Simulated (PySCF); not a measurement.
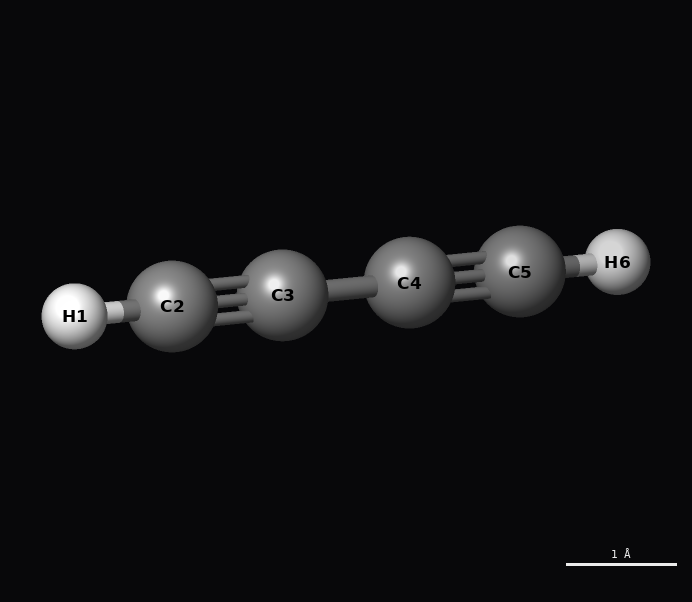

Simulated data, not a measurement (program: PySCF).

Numbered structure. Geometry: a fixed input geometry, not necessarily a minimum.

Question: How are the neighbours of atom 3 arranged?

Answer: C3 has 2 neighbours (C2 at 1.20, C4 at 1.38 Å); the arrangement is linear.

Question: What is the geometry at C2?

Answer: C2 has 2 neighbours (H1 at 1.06, C3 at 1.20 Å); the arrangement is linear.
